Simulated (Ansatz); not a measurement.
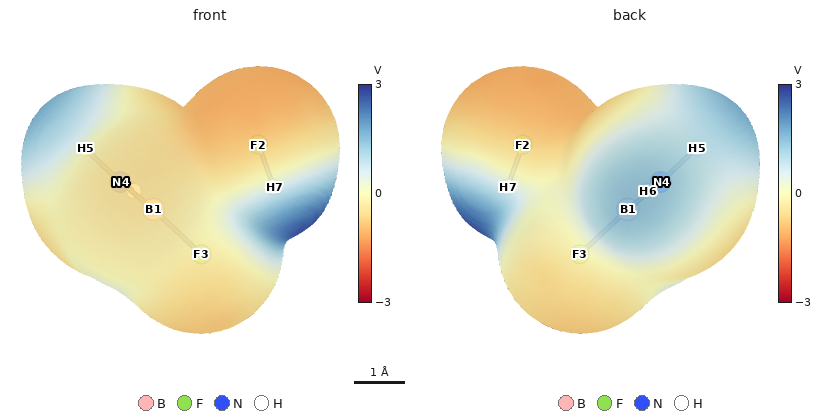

Figure. BFH$_{2}$N···HF (doublet). The electrostatic potential painted on the density surface at 0.001 e/bohr³, seen from the front and from behind; red is negative and blue positive.

Computed with UHF/6-31G* (Ansatz 0.2.0).

```xyz
7

B    -0.1307   -0.5351   -0.2690
F    -0.2943   -0.1085    2.2195
F     0.8851    0.3032   -0.0314
N    -1.2847   -0.0908   -0.8985
H    -2.0580   -0.6879   -1.0805
H    -1.4456    0.8701   -1.1167
H     0.5265    0.2490    2.0215
```

Q: Describe the electrostatic potential map.

A: The most negative region (about −1.1 V) lies over F2, the most positive (about +2.7 V) over H7.
